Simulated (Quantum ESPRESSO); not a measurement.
# Dipole at the next field: Mo2CO2 MXene, 1 layer

**Set-up.** Quantum ESPRESSO 7.5, vdW-DF-cx, GBRV ultrasoft, PBE files; sawtooth field along the normal with dipole correction, ions clamped, threshold 1e-9 Ry; cell area 8.279 Å².

| field (V/Å) | dipole (e Å a cell) |
| --- | --- |
| 0 | −0.00002 |
| 0.1 | 0.02521 |
| 0.2 | 0.05042 |

**Question.** What is the dipole at 0.4 V/Å, and what electrostatic thickness 4πα/A follows from the rows?

**Worked estimate.** The slope is (0.05042 − (−0.00002))/0.2 = 0.2522 e Å²/V, so 4πα/A = 180.95 × 0.2522/8.279 = 5.51 Å. Linear response gives p = −0.00002 + 0.2522 × (0.4) = 0.10086 e Å; a parabola through the three rows gives 0.10078.

**Check.** p = 0.10095 e Å. The line misses by 0.1 % of the induced dipole and the parabola by 0.2 %. The response is linear over this range.

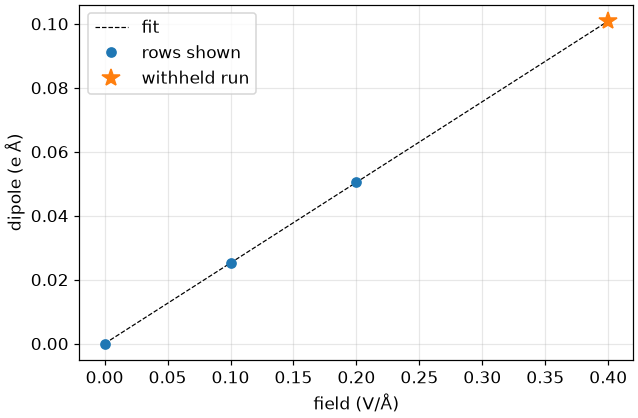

The rows shown, the fit and the withheld run.

**Limits.** Electrons alone respond; local and semilocal functionals tend to overscreen.
